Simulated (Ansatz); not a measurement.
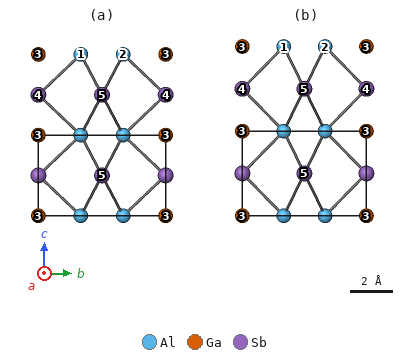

The structure of a crystal of Al₂GaSb₃ (a generated structure, set up in P6/mmm) before (left) and after (right) a relaxation, at one scale.

A ball-and-stick model of the cell of the calculation, repeated 1 × 1 × 2 with one cell outlined, seen along the a axis.

All numbers below come from Ansatz 0.2.0, DFT PBE, scalar-relativistic, plane waves, PAW; settings changed.

The input:
```yaml
crystal:
  lattice:
    - [7.0991813444, 0.0, 0.0]
    - [-3.5495906722, 6.1480713903, 0.0]
    - [0.0, 0.0, 3.8990183676]
  atoms:
    - { symbol: Al, position: [0.6666666667, 0.3333333333, 0.0] }
    - { symbol: Al, position: [0.3333333333, 0.6666666667, 0.0] }
    - { symbol: Ga, position: [0.0, 0.0, 0.0] }
    - { symbol: Sb, position: [0.5, 0.0, 0.5] }
    - { symbol: Sb, position: [0.0, 0.5, 0.5] }
    - { symbol: Sb, position: [0.5, 0.5, 0.5] }
kpoints:
  mp_grid: { grid: [6, 6, 10] }
hamiltonian:
  xc: pbe
scf:
  occupations: { method: gaussian, width: 0.1 }
  initial_density: { chi_scale: 0.3 }
output:
  forces: true
  eigenvalues: true
  stress: true
relax:
  adjacent_minimum: "off"
  f_tol: 0.01
  max_steps: 80
  cell: { stress_tol: 0.05 }
accuracy: high
```

Run as
```bash
ansatz run input.yaml --threads 1 --pin off --max-ram 2560MiB --backend cpu --events-out ev --progress --plain --runs-dir out
```

> Describe what moved and what it gained.

After 4 accepted moves (5 points after the start) the energy has fallen by 51.9 meV per cell of the calculation. All forces vanish by symmetry, so only the cell relaxes. Pressure: 0.41 GPa at the start and 0.02 GPa at the end. At 1 point the geometry stayed and the basis and grid were re-selected for the new cell (energy shift of 0.1 meV per cell of the calculation at most each time). The atoms keep their places relative to the cell (all moves are under 0.005 Å). Cell: a = b 7.099 → 6.921 Å (−2.5 %), c 3.899 → 4.090 Å (+4.9 %). Volume −0.3 %. Among the contacts that change: Al1–Sb4 2.829 → 2.859 Å. Among the angles between lasting bonds that change: Sb4–Al1–Sb4 87.1° → 91.3°, Al1–Sb4–Al1 87.1° → 91.3°, Al1–Sb4–Al2 92.9° → 88.7°. The space group stays P6/mmm (No. 191). The run took 87 s on 1 thread of Arm Neoverse V2, with other jobs on the host, peak memory 0.55 GiB.
